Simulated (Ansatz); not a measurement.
**Geometry relaxation of CH₄CuS (charge +1) (part 2 of 2)**

Continued. System: CH₄CuS, charge +1. Method: RKS revPBE-D4/def2-SVP (Ansatz 0.2.0). It belongs to a series of runs on one base structure; here: start relaxed.

Geometry of the input (Å):
```
Cu -0.0055  0.0515  -2.7326
C  -0.3079  -0.2544  0.1880
S  0.1486  1.1034  1.2708
H  0.0000  -0.0253  -0.9603
H  -1.3887  -0.3650  0.2122
H  0.1775  -1.1834  0.4627
H  1.3760  0.6732  1.5592
```

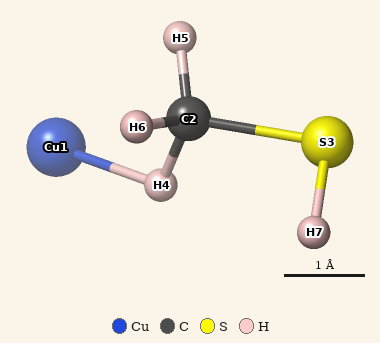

The geometry at step 5 of the log (ball-and-stick view, seen at a tilt; atoms are numbered from 1 in the order of the input).

### What the program printed, continued
```
relax step   9: F+E_penalty+E_count = -56555.04427565 eV  Δ(F+E_penalty+E_count) = -2.474e-2 eV  max|allowed force component| = 1.866e-1 eV/Å  Δτ_max = 0.0932 Å  (21 SCF iters, accepted)
these checks for a lower state are left out or cut short: stability, starts, cluster_reference, orbital_swaps, neighbouring_geometries, increment
979 factors; their error is unknown
mean field -56554.67999478 eV, -2078.3461556691 hartree, gradient 9.4e-7 eV, S^2 0.000000; 0 other end points of the search recorded, 0 dependent functions left out
the calculation of the forces begins
reference -56554.68009058 eV, -2078.3461591898 hartree; 27, 27 occupied and 56, 56 virtual orbitals, 979 factors
relax step  10: F+E_penalty+E_count = -56555.04628808 eV  Δ(F+E_penalty+E_count) = -2.012e-3 eV  max|allowed force component| = 5.822e-2 eV/Å  Δτ_max = 0.0455 Å  (21 SCF iters, accepted)
these checks for a lower state are left out or cut short: stability, starts, cluster_reference, orbital_swaps, neighbouring_geometries, increment
979 factors; their error is unknown
mean field -56554.68066930 eV, -2078.3461804575 hartree, gradient 2.8e-6 eV, S^2 0.000000; 0 other end points of the search recorded, 0 dependent functions left out
the calculation of the forces begins
reference -56554.68076496 eV, -2078.3461839727 hartree; 27, 27 occupied and 56, 56 virtual orbitals, 979 factors
relax step  11: F+E_penalty+E_count = -56555.04681221 eV  Δ(F+E_penalty+E_count) = -5.241e-4 eV  max|allowed force component| = 1.911e-2 eV/Å  Δτ_max = 0.0122 Å  (21 SCF iters, accepted)
these checks for a lower state are left out or cut short: stability, starts, cluster_reference, orbital_swaps, neighbouring_geometries, increment
979 factors; their error is unknown
mean field -56554.68077575 eV, -2078.3461843692 hartree, gradient 2.7e-6 eV, S^2 0.000000; 0 other end points of the search recorded, 0 dependent functions left out
the calculation of the forces begins
reference -56554.68087134 eV, -2078.3461878822 hartree; 27, 27 occupied and 56, 56 virtual orbitals, 979 factors
relax step  12: F+E_penalty+E_count = -56555.04701679 eV  Δ(F+E_penalty+E_count) = -2.046e-4 eV  max|allowed force component| = 1.900e-2 eV/Å  Δτ_max = 0.0153 Å  (20 SCF iters, accepted)
Total energy: -56555.04711239 eV, -2078.3596469924 hartree
Atom 0 at    -0.565467     0.052309    -2.144911 Å, force     0.002933     0.001889     0.008647 eV/Å
Atom 1 at    -0.155347    -0.267133     0.027833 Å, force     0.004022     0.019000     0.005805 eV/Å
Atom 2 at    -0.041595     1.022275     1.300329 Å, force    -0.005050    -0.004625    -0.007910 eV/Å
Atom 3 at     0.624180    -0.063322    -0.807388 Å, force    -0.005463    -0.007111    -0.004053 eV/Å
Atom 4 at    -1.239683    -0.304505    -0.280693 Å, force     0.001596    -0.004614    -0.001302 eV/Å
Atom 5 at     0.086540    -1.293906     0.369764 Å, force     0.000122    -0.002985    -0.001655 eV/Å
Atom 6 at     1.291372     0.854282     1.535066 Å, force     0.001838    -0.001554     0.000468 eV/Å
Dipole moment:     0.039431    -0.321583    -0.742427 e Å
Checks for a lower state left out: stability, starts, cluster_reference, orbital_swaps, neighbouring_geometries, increment
```

### Trajectory as extended XYZ (Å, eV, eV/Å), 12 frames, from step=1 to step=12
```
7
Properties=species:S:1:pos:R:3:forces:R:3 step=1 energy=-56554.84321
Cu   -0.0055    0.0515   -2.7326   -0.0664  -0.0858  -0.0363
C    -0.3079   -0.2544    0.1880    0.4055   1.0610  -0.1715
S     0.1486    1.1034    1.2708   -0.8772   0.0778  -0.3018
H     0.0000   -0.0253   -0.9603   -0.0075  -0.0732   0.5610
H    -1.3887   -0.3650    0.2122   -0.6399  -0.0446  -0.1814
H     0.1775   -1.1834    0.4627    0.3696  -0.6764  -0.0155
H     1.3760    0.6732    1.5592    0.8159  -0.2588   0.1454
7
Properties=species:S:1:pos:R:3:forces:R:3 step=2 energy=-56554.91055
Cu   -0.0336   -0.0209   -2.7014   -0.0589  -0.0555   0.0156
C    -0.3083   -0.2347    0.1944    0.0592   0.2666  -0.1311
S     0.1132    1.0636    1.3572   -0.1562  -0.1814  -0.2612
H     0.0441    0.0276   -0.9174    0.1085   0.1231   0.2789
H    -1.4048   -0.3416    0.1366   -0.0692   0.0008   0.0622
H     0.1718   -1.2009    0.4140    0.0372  -0.1394   0.0004
H     1.4176    0.7069    1.5165    0.0794  -0.0142   0.0352
7
Properties=species:S:1:pos:R:3:forces:R:3 step=3 energy=-56554.93955
Cu   -0.1112   -0.1073   -2.6677   -0.0370  -0.0212   0.0900
C    -0.2917   -0.2179    0.1766   -0.0492  -0.1172  -0.2078
S     0.0914    1.0371    1.3873    0.1224  -0.0823  -0.0785
H     0.1133    0.1035   -0.8913    0.0836   0.1057   0.0877
H    -1.3917   -0.3170    0.0834    0.0926  -0.0030   0.0810
H     0.1777   -1.2038    0.3666   -0.0739   0.0807   0.0224
H     1.4123    0.7054    1.5451   -0.1385   0.0373   0.0052
7
Properties=species:S:1:pos:R:3:forces:R:3 step=4 energy=-56554.96241
Cu   -0.2619   -0.2010   -2.5876    0.0217   0.0377   0.1902
C    -0.2563   -0.2019    0.1338   -0.0412  -0.1997  -0.3589
S     0.0660    1.0177    1.3949    0.1704   0.0661   0.1485
H     0.2400    0.1862   -0.8687   -0.0316  -0.0779   0.0101
H    -1.3534   -0.2895   -0.0097    0.1154   0.0161   0.0646
H     0.1838   -1.2014    0.3282   -0.0567   0.1167  -0.0046
H     1.3818    0.6897    1.6090   -0.1781   0.0410  -0.0499
7
Properties=species:S:1:pos:R:3:forces:R:3 step=5 energy=-56554.97792
Cu   -0.3774   -0.2112   -2.4881    0.0099   0.0374   0.0844
C    -0.2282   -0.2037    0.1014    0.0500  -0.1138  -0.3662
S     0.0387    1.0091    1.3913    0.0975   0.0805   0.1473
H     0.3556    0.1875   -0.8499   -0.0602  -0.1245   0.1220
H    -1.3192   -0.2695   -0.0961    0.0705  -0.0076   0.0648
H     0.1772   -1.2119    0.3224   -0.0579   0.0892  -0.0164
H     1.3534    0.6998    1.6190   -0.1098   0.0389  -0.0358
7
Properties=species:S:1:pos:R:3:forces:R:3 step=6 energy=-56554.99510
Cu   -0.5246   -0.1336   -2.3845    0.0510   0.0315   0.1354
C    -0.1900   -0.2293    0.0678    0.3971   0.1124  -0.2954
S    -0.0009    1.0105    1.3694   -0.0147   0.0000   0.0343
H     0.5209    0.1081   -0.8161   -0.3344  -0.2296   0.2276
H    -1.2720   -0.2634   -0.1990    0.0209  -0.0287  -0.0007
H     0.1467   -1.2477    0.3553   -0.0842   0.0907  -0.0816
H     1.3199    0.7554    1.6072   -0.0358   0.0237  -0.0197
7
Properties=species:S:1:pos:R:3:forces:R:3 step=7 energy=-56555.01954
Cu   -0.6008   -0.0500   -2.2477    0.1385   0.0133   0.2399
C    -0.1585   -0.2485    0.0417    0.4402   0.0544  -0.3238
S    -0.0336    1.0097    1.3464    0.0799  -0.0601  -0.0541
H     0.6149    0.0107   -0.8054   -0.3665  -0.1150   0.1980
H    -1.2337   -0.2605   -0.2817   -0.0618  -0.0583   0.0612
H     0.1103   -1.2797    0.3644   -0.1161   0.1432  -0.0894
H     1.3014    0.8183    1.5822   -0.1142   0.0225  -0.0318
7
Properties=species:S:1:pos:R:3:forces:R:3 step=8 energy=-56555.01695 accepted=F
Cu   -0.5854    0.0007   -2.0605   -0.1338   0.0933  -0.5455
C    -0.1432   -0.2570    0.0055    0.0918  -0.1490   0.3049
S    -0.0514    1.0080    1.3076    0.1615   0.0249  -0.0006
H     0.6409   -0.0458   -0.8200    0.2242   0.0225   0.1388
H    -1.2275   -0.2659   -0.3212   -0.1484  -0.0734   0.1764
H     0.0772   -1.2936    0.3410   -0.0362   0.0792  -0.0332
H     1.2893    0.8535    1.5474   -0.1591   0.0025  -0.0409
7
Properties=species:S:1:pos:R:3:forces:R:3 step=9 energy=-56555.04428
Cu   -0.5747    0.0027   -2.1754    0.0296   0.0005   0.0768
C    -0.1508   -0.2583    0.0295   -0.1866   0.1178  -0.0857
S    -0.0372    1.0182    1.3128    0.0586   0.0022   0.0155
H     0.6110   -0.0289   -0.8108    0.0500  -0.0088  -0.0387
H    -1.2377   -0.2833   -0.2782    0.0715  -0.0328   0.0352
H     0.0959   -1.2827    0.3634    0.0171  -0.0966   0.0060
H     1.2934    0.8323    1.5587   -0.0403   0.0177  -0.0090
7
Properties=species:S:1:pos:R:3:forces:R:3 step=10 energy=-56555.04629
Cu   -0.5682    0.0272   -2.1376   -0.0127   0.0166  -0.0500
C    -0.1539   -0.2623    0.0232   -0.0116  -0.0119   0.0582
S    -0.0402    1.0194    1.3042   -0.0033   0.0032   0.0014
H     0.6250   -0.0467   -0.8078    0.0247  -0.0141  -0.0080
H    -1.2398   -0.2940   -0.2838    0.0020  -0.0016   0.0080
H     0.0847   -1.2918    0.3599    0.0080   0.0116  -0.0018
H     1.2923    0.8482    1.5418   -0.0070  -0.0039  -0.0079
7
Properties=species:S:1:pos:R:3:forces:R:3 step=11 energy=-56555.04681
Cu   -0.5671    0.0371   -2.1448    0.0009   0.0073  -0.0058
C    -0.1545   -0.2643    0.0263   -0.0017   0.0092   0.0191
S    -0.0413    1.0204    1.3039    0.0068  -0.0062  -0.0053
H     0.6243   -0.0524   -0.8070   -0.0019  -0.0131  -0.0036
H    -1.2394   -0.2976   -0.2813   -0.0024  -0.0078  -0.0023
H     0.0863   -1.2926    0.3650    0.0025   0.0069  -0.0042
H     1.2917    0.8495    1.5379   -0.0042   0.0037   0.0021
7
Properties=species:S:1:pos:R:3:forces:R:3 step=12 energy=-56555.04702
Cu   -0.5655    0.0523   -2.1449    0.0029   0.0019   0.0086
C    -0.1553   -0.2671    0.0278    0.0040   0.0190   0.0058
S    -0.0416    1.0223    1.3003   -0.0050  -0.0046  -0.0079
H     0.6242   -0.0633   -0.8074   -0.0055  -0.0071  -0.0041
H    -1.2397   -0.3045   -0.2807    0.0016  -0.0046  -0.0013
H     0.0865   -1.2939    0.3698    0.0001  -0.0030  -0.0017
H     1.2914    0.8543    1.5351    0.0018  -0.0016   0.0005
```

### Key numbers

```tsv
quantity	value
outcome	converged
total energy	−56555.0471 eV
mean-field energy	−56554.6809 eV
largest force (length of the vector) at the end	0.020 eV/Å
hardware	1 thread of Arm Neoverse V2, 24 GiB of memory available, shared host
wall time	21 s
peak memory	0.12 GiB
```
